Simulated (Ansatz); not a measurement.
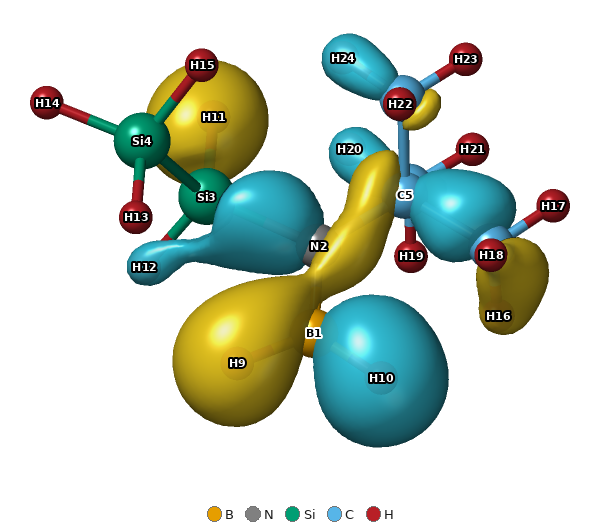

Figure. C4H16BNSi2 (SMILES BN([SiH2][SiH3])C(C)(C)C). The HOMO−1 at ±0.1 Å⁻³ᐟ² (yellow and cyan are the two phases), seen at a tilt.

Geometry: PBE0-D4/def2-TZVP.

Method: RKS PBE0-D4/def2-TZVPP (Ansatz).

The calculation's input:

```
crystal:
  periodic: [false, false, false]
  atoms:
    - {symbol: B, position_ang: [0.230587, -0.763286, -1.903802]}
    - {symbol: N, position_ang: [-0.202210, -0.346282, -0.644418]}
    - {symbol: Si, position_ang: [-0.650841, -1.697847, 0.406211]}
    - {symbol: Si, position_ang: [1.244412, -2.834382, 1.179018]}
    - {symbol: C, position_ang: [-0.254523, 1.053587, -0.157100]}
    - {symbol: C, position_ang: [0.340156, 2.016109, -1.173231]}
    - {symbol: C, position_ang: [-1.711217, 1.439838, 0.091822]}
    - {symbol: C, position_ang: [0.547552, 1.157079, 1.138838]}
    - {symbol: H, position_ang: [0.225164, -1.946573, -2.119911]}
    - {symbol: H, position_ang: [0.601537, -0.011586, -2.753021]}
    - {symbol: H, position_ang: [-1.414912, -1.204098, 1.585287]}
    - {symbol: H, position_ang: [-1.545956, -2.622004, -0.334746]}
    - {symbol: H, position_ang: [2.064128, -3.323470, 0.038002]}
    - {symbol: H, position_ang: [0.849108, -3.998969, 2.019262]}
    - {symbol: H, position_ang: [2.085442, -1.923782, 2.004486]}
    - {symbol: H, position_ang: [-0.217422, 2.010814, -2.110748]}
    - {symbol: H, position_ang: [0.305045, 3.027114, -0.761941]}
    - {symbol: H, position_ang: [1.380830, 1.772800, -1.395371]}
    - {symbol: H, position_ang: [-2.285238, 1.368087, -0.834512]}
    - {symbol: H, position_ang: [-2.177584, 0.791211, 0.835791]}
    - {symbol: H, position_ang: [-1.773961, 2.467403, 0.457184]}
    - {symbol: H, position_ang: [1.591349, 0.885146, 0.966734]}
    - {symbol: H, position_ang: [0.517357, 2.179318, 1.522085]}
    - {symbol: H, position_ang: [0.146097, 0.503573, 1.917381]}
basis:
  gaussian: {orbitals: def2-TZVPP}
hamiltonian: {xc: pbe0, dispersion: d4}
output: {orbitals: {seedname: orbitals}}
```

Launched as:

```sh
ansatz run in.yaml --threads 5 --pin off --events-out ev --progress --plain --max-ram 66560MiB --backend cuda --devices 0, --max-vram 37GiB
```

> Describe this orbital and give its energy.

Its weight (Hirshfeld) is mainly on B1 (about 20 %), H10 (about 15 %), H9 (about 15 %), Si3 (about 10 %), N2 (about 10 %) and H11 (about 10 %). Its energy is −8.49 eV.
